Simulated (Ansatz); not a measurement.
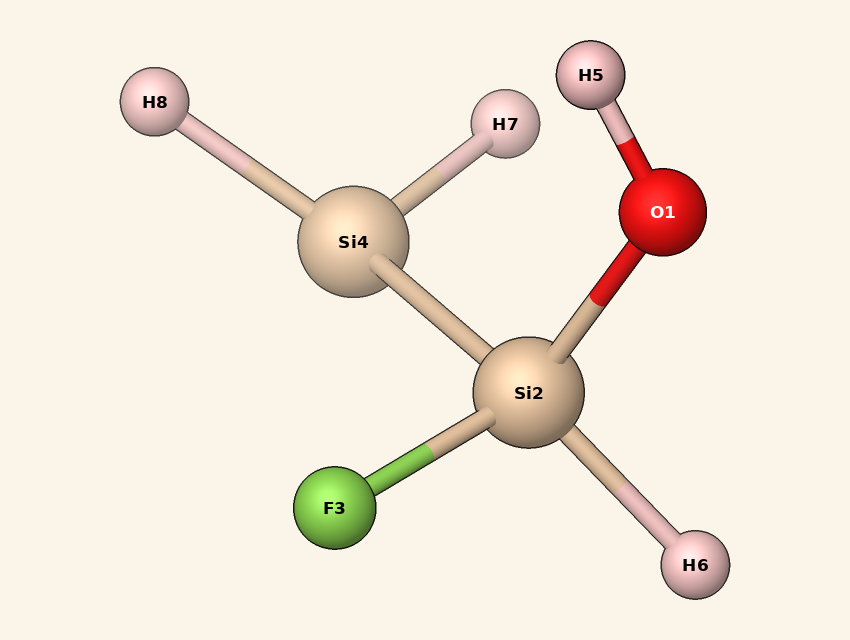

Distant atoms are faded towards the background colour. The species is neutral and a spin doublet. The computed structure is the end point of a PBE0-D4/def2-TZVP optimisation.

Find the stereocentres and stereogenic double bonds.

Answer. Centres: Si2.

Give the R/S and E/Z labels.

Answer. Si2: S (priorities Si4 > F3 > O1 > H6).
